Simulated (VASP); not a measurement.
Band structure of TiS2 (1T layered). These are PW91 GGA, VASP's PBE PAW potentials (set 64) (plane waves; VASP) values and carry that method's errors.

Without a dispersion term in the relaxation, distances and binding between the weakly bound layers, chains or molecules are unreliable, and so is what depends on them.

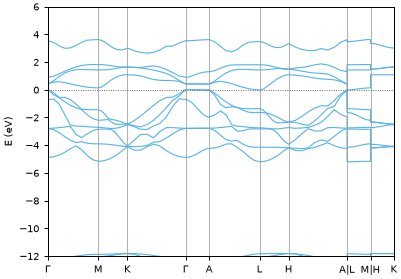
Figure: Bands along high-symmetry lines, zero at the valence-band maximum or, without a gap, the Fermi level

### Question
Read the plot: is there a gap, and where are the band edges?

### Answer
It has no gap at this level: it comes out as a metal or semimetal. (Edges off the drawn lines would not show.)

The compound is TiS2 in the 1T layered structure. It was relaxed first, which changed the volume by +12 %.
